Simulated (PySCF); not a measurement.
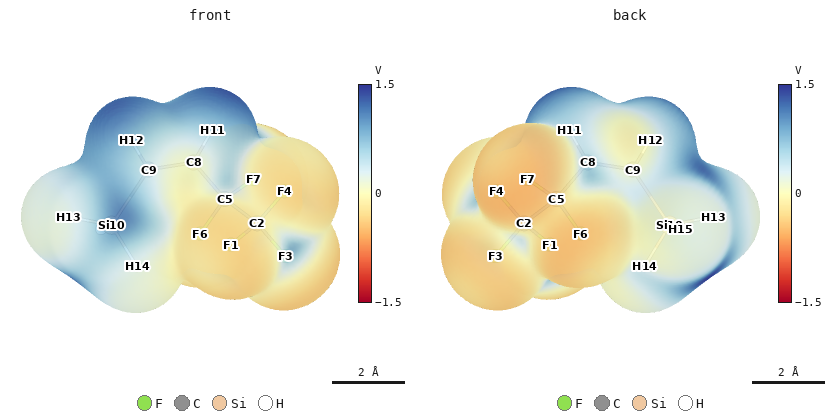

Figure 1: C₄H₅F₅Si. The electrostatic potential painted on the density surface at 0.002 e/bohr³, seen from the front and from behind; the colour scale runs from red (negative) to blue (positive).

Geometry: GFN2-xTB.

Method: PBE0/pcSseg-1, SCF density, gas phase, non-relativistic in PySCF.

```tsv
atom	x (Å)	y (Å)	z (Å)
F	-1.3301	0.6900	-1.4646
C	-1.9117	-0.1715	-0.6247
F	-2.5431	-1.0827	-1.3579
F	-2.8329	0.5077	0.0626
C	-0.8611	-0.7929	0.3375
F	-0.0150	-1.5445	-0.4082
F	-1.5217	-1.6673	1.1411
C	-0.1772	0.2703	1.1399
C	1.0148	0.7710	0.8582
Si	2.1753	0.2877	-0.5657
H	-0.7834	0.5921	1.9774
H	1.3691	1.5425	1.5284
H	3.2240	1.3104	-0.5484
H	1.4502	0.3215	-1.8303
H	2.7383	-1.0265	-0.2672
```

Question: Describe the electrostatic potential map.

Answer: The most negative region (about −0.5 V, or −12 kcal/mol for a unit charge) lies over F7, the most positive (about +1.3 V, or +30 kcal/mol for a unit charge) over Si10, H11 and H12.

Question: How polar is the molecule by this calculation?

Answer: Its dipole moment is 2.17 D.
